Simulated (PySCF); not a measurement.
# SiH2OF (SMILES O[SiH]F): UB2PLYP/STO-3G

What is the vertical doublet–quartet gap of SiH2OF at UB2PLYP/STO-3G? The job is set up through a Python script.

Program for the calculation: PySCF 2.14.0.

12 further runs of the same task are left out: 1 that didn't finish, 11 set aside as unsound or not needed.

## Step 1: The system as given

The species is SiH2OF (5 atoms), meant as a doublet with charge 0. As SMILES, `O[SiH]F`. Geometry: relaxed at PBE0-D4/def2-TZVP. This is one conformer, not always the lowest.

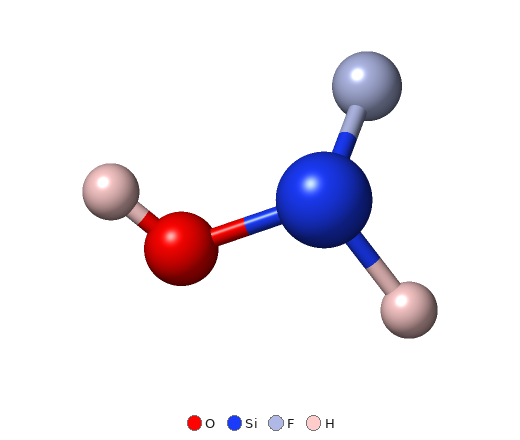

The structure, seen from a chosen angle (oxygen red, silicon blue, fluorine light blue, hydrogen pink).

## Step 2: The energy at UB2PLYP/STO-3G

File geometry.xyz:

```xyz
5
FH2OSi
O     -0.615200    -0.884600    -0.276300
Si     0.283900     0.245700     0.493100
F      0.207000     1.646500    -0.283100
H     -1.564500    -0.765100    -0.338000
H      1.688800    -0.242600     0.404400
```

File job.py:

```python
# O[SiH]F
from pyscf import gto, dft, mp

system = gto.M(
    atom='geometry.xyz',
    spin=1,
    basis='sto-3g',
    max_memory=1860,
    charge=0,
    verbose=4,
)

myscf = dft.UKS(system)
myscf.xc = '0.53*HF + 0.47*B88, 0.73*LYP'
myscf.conv_tol = 1e-10
myscf.grids.level = 5
myscf.kernel()
if not myscf.converged:
    myscf = myscf.newton().run(myscf.mo_coeff, myscf.mo_occ)

pt = mp.MP2(myscf, frozen=7).run()
energy = myscf.e_tot + 0.27 * pt.e_corr
print('PT2 part  %.8f' % (0.27 * pt.e_corr))
print('Final energy', energy)
```

On the command line:

```sh
$ OMP_NUM_THREADS=1 python job.py
```

What it wrote:

```text
PySCF version 2.14.0

[INPUT] num. atoms = 5
[INPUT] num. electrons = 33
[INPUT] charge = 0
[INPUT] spin (= nelec alpha-beta = 2S) = 1
[INPUT] symmetry False subgroup None
[INPUT] Mole.unit = angstrom
[INPUT] Symbol           X                Y                Z      unit          X                Y                Z       unit  Magmom
[INPUT]  1 O     -0.615200000000  -0.884600000000  -0.276300000000 AA   -1.162559511832  -1.671651729790  -0.522131328217 Bohr   0.0
[INPUT]  2 Si     0.283900000000   0.245700000000   0.493100000000 AA    0.536493246764   0.464305708806   0.931823952023 Bohr   0.0
[INPUT]  3 F      0.207000000000   1.646500000000  -0.283100000000 AA    0.391173307785   3.111434064096  -0.534981465864 Bohr   0.0
[INPUT]  4 H     -1.564500000000  -0.765100000000  -0.338000000000 AA   -2.956476521882  -1.445829457905  -0.638727430103 Bohr   0.0
[INPUT]  5 H      1.688800000000  -0.242600000000   0.404400000000 AA    3.191369479165  -0.458447557819   0.764205244774 Bohr   0.0

nuclear repulsion = 110.136766961303
number of shells = 13
number of NR pGTOs = 63
number of NR cGTOs = 21
basis = sto-3g
ecp = {}

******** <class 'pyscf.dft.uks.UKS'> ********
method = UKS
initial guess = minao
damping factor = 0
level_shift factor = 0
DIIS = <class 'pyscf.scf.diis.CDIIS'>
diis_start_cycle = 1
diis_space = 8
diis_damp = 0
SCF conv_tol = 1e-10
SCF conv_tol_grad = None
SCF max_cycles = 50
direct_scf = True
direct_scf_tol = 1e-13
number electrons alpha = 17  beta = 16
XC library pyscf.dft.libxc version 7.0.0
    S. Lehtola, C. Steigemann, M. J.T. Oliveira, and M. A.L. Marques.,  SoftwareX 7, 1–5 (2018)
XC functionals = 0.53*HF + 0.47*B88, 0.73*LYP
    A. D. Becke.,  Phys. Rev. A 38, 3098 (1988)
    C. Lee, W. Yang, and R. G. Parr.,  Phys. Rev. B 37, 785 (1988)
    B. Miehlich, A. Savin, H. Stoll, and H. Preuss.,  Chem. Phys. Lett. 157, 200 (1989)
radial grids:
    Treutler-Ahlrichs [JCP 102, 346 (1995); DOI:10.1063/1.469408] (M4) radial grids

becke partition: Becke, JCP 88, 2547 (1988); DOI:10.1063/1.454033
pruning grids: <function nwchem_prune>
grids dens level: 5
symmetrized grids: False
atomic radii adjust function: <function treutler_atomic_radii_adjust>
small_rho_cutoff = 0
Set gradient conv threshold to 1e-05
tot grids = 177488
init E= -459.494604190616
[... the frontier-level lines of each cycle are left out ...]

cycle= 1 E= -459.338443734485  delta_E= 0.156  |g|= 0.388  |ddm|= 1.95
cycle= 2 E= -459.41649051606  delta_E= -0.078  |g|= 0.275  |ddm|= 1.04
cycle= 3 E= -459.469372661409  delta_E= -0.0529  |g|= 0.0191  |ddm|= 0.412
cycle= 4 E= -459.469819708867  delta_E= -0.000447  |g|= 0.0104  |ddm|= 0.0609
cycle= 5 E= -459.469929896833  delta_E= -0.00011  |g|= 0.0026  |ddm|= 0.0217
cycle= 6 E= -459.469946909649  delta_E= -1.7e-05  |g|= 0.000823  |ddm|= 0.0113
cycle= 7 E= -459.46994883255  delta_E= -1.92e-06  |g|= 0.00021  |ddm|= 0.00407
cycle= 8 E= -459.469948948859  delta_E= -1.16e-07  |g|= 5.46e-05  |ddm|= 0.000999
cycle= 9 E= -459.46994895695  delta_E= -8.09e-09  |g|= 1.04e-05  |ddm|= 0.000286
cycle= 10 E= -459.469948957239  delta_E= -2.89e-10  |g|= 2.04e-06  |ddm|= 5.5e-05
cycle= 11 E= -459.46994895725  delta_E= -1.11e-11  |g|= 6.59e-07  |ddm|= 8.85e-06
Extra cycle  E= -459.469948957252  delta_E= -1.82e-12  |g|= 3.28e-07  |ddm|= 2.15e-06
converged SCF energy = -459.469948957252  <S^2> = 0.75350973  2S+1 = 2.0035067

******** <class 'pyscf.mp.ump2.UMP2'> ********
nocc = (np.int64(10), np.int64(9)), nmo = (14, 14)
frozen orbitals 7
E(UMP2) = -459.584934111472  E_corr = -0.114985154220328
E(SCS-UMP2) = -459.589098799035  E_corr = -0.119149841782986
E_corr(same-spin) = -0.0217296268631626
E_corr(oppo-spin) = -0.0932555273571657
PT2 part  -0.03104599
Final energy -459.50099494889156
```

It took 5.7 s on 1 thread of Arm Neoverse V1, shared host; peak memory 0.21 GiB.

## Step 3: The quartet

File run.py:

```python
from pyscf import gto, dft, mp

mol = gto.Mole()
mol.atom = '''
O       -0.615200      -0.884600      -0.276300
Si       0.283900       0.245700       0.493100
F        0.207000       1.646500      -0.283100
H       -1.564500      -0.765100      -0.338000
H        1.688800      -0.242600       0.404400
'''
mol.max_memory = 1860
mol.spin = 3
mol.charge = 0
mol.basis = 'sto-3g'
mol.verbose = 3
mol.build()

myscf = dft.UKS(mol, xc='0.53*HF + 0.47*B88, 0.73*LYP')
myscf.grids.level = 5
myscf.conv_tol = 1e-10
myscf.kernel()
if not myscf.converged:
    myscf = myscf.newton().run(myscf.mo_coeff, myscf.mo_occ)

pt = mp.MP2(myscf, frozen=7).run()
energy = myscf.e_tot + 0.27 * pt.e_corr
print('PT2 part  %.8f' % (0.27 * pt.e_corr))
print(f'total energy: {energy:.8f} hartree')
```

On the command line:

```sh
$ OMP_NUM_THREADS=1 python run.py
```

What it wrote:

```text
WARN: HOMO 0.202041457891031 >= LUMO -0.435093545048147

WARN: HOMO 0.244905581612878 >= LUMO 0.00587356762201974

WARN: HOMO 0.194813657038539 >= LUMO -0.0667775145354164

WARN: HOMO 0.186651472431704 >= LUMO -0.034252451222864

WARN: HOMO 0.163956853605085 >= LUMO -0.0176469622387001

WARN: HOMO 0.14854077792156 >= LUMO 0.00232150310192503

WARN: HOMO 0.138039060526773 >= LUMO 0.0125209297883674

WARN: HOMO 0.136904242257552 >= LUMO 0.0180207551547151

WARN: HOMO 0.133976891384464 >= LUMO 0.020648455511486

WARN: HOMO 0.135819618487981 >= LUMO 0.0199275776278318

WARN: HOMO 0.132978042576881 >= LUMO 0.0249484447972704

WARN: HOMO 0.134857610910192 >= LUMO 0.0226923185606184

WARN: HOMO 0.134585798936337 >= LUMO 0.0230947648023737

WARN: HOMO 0.134551355029447 >= LUMO 0.0230597093729124

WARN: HOMO 0.134530566663607 >= LUMO 0.0231069179725282

WARN: HOMO 0.134532115440158 >= LUMO 0.023113788476622

WARN: HOMO 0.134530508310579 >= LUMO 0.0231151445215756

WARN: HOMO 0.134530672808752 >= LUMO 0.0231148397271008

WARN: HOMO 0.134530630104434 >= LUMO 0.023114559184958

converged SCF energy = -459.107782401485  <S^2> = 3.7521654  2S+1 = 4.0010826
E(UMP2) = -459.195215135981  E_corr = -0.0874327344958874
E(SCS-UMP2) = -459.199076170104  E_corr = -0.0912937686189623
PT2 part  -0.02360684
total energy: -459.13138924 hartree
```

Wall time 8.1 s (1 thread of Arm Neoverse V1, shared host); peak memory 0.21 GiB.

## Step 4: Outcome

At UB2PLYP/STO-3G, 7 core orbitals frozen:

| quantity | value |
| --- | --- |
| doublet: total energy | -459.50099 Eh |
| doublet: dipole moment (SCF part) | 1.52 D |
| doublet: HOMO energy (SCF part's orbitals) (highest over α and β) | -3.51 eV |
| doublet: LUMO energy (SCF part's orbitals) (lowest over α and β) | 3.21 eV |
| doublet: ⟨S²⟩ | 0.754 |
| quartet: total energy | -459.13139 Eh |
| quartet: dipole moment (SCF part) | 1.65 D |
| quartet: ⟨S²⟩ | 3.752 |
| vertical energy of the quartet above the doublet | 10.057 eV |

At this shape the quartet lies 10.06 eV (970 kJ/mol) above the doublet. In a minimal basis such a difference can be off by several eV, whatever the method. Mulliken charges (doublet) run from -0.46 on O1 to +0.71 on Si2; they depend strongly on the basis. Mulliken charges (quartet) run from -0.27 on F3 to +0.49 on Si2.
